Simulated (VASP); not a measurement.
Band structure of LaGa3Pd2 (space group P6/mmm). Level of theory: PBEsol GGA, VASP's PBE PAW potentials (set 64) (plane waves; VASP 6.6.1).

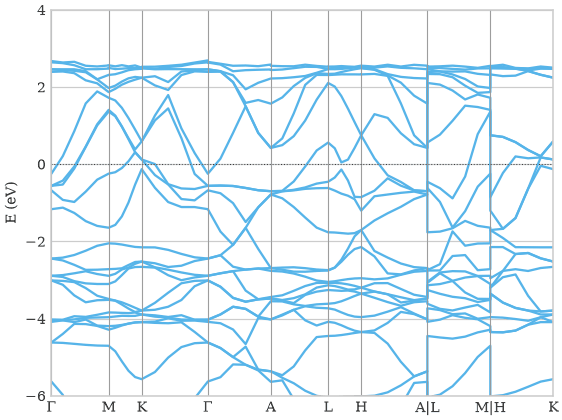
Fig. 1. Bands along high-symmetry lines, zero at the valence-band maximum or, without a gap, the Fermi level

Read the plot: is there a gap, and where are the band edges?

It has no gap at this level: it comes out as a metal or semimetal.

The structure comes from a computed database's LaGa3Pd2 entry (P6/mmm); how it stands against other phases isn't given here. The cell was not relaxed at this level.
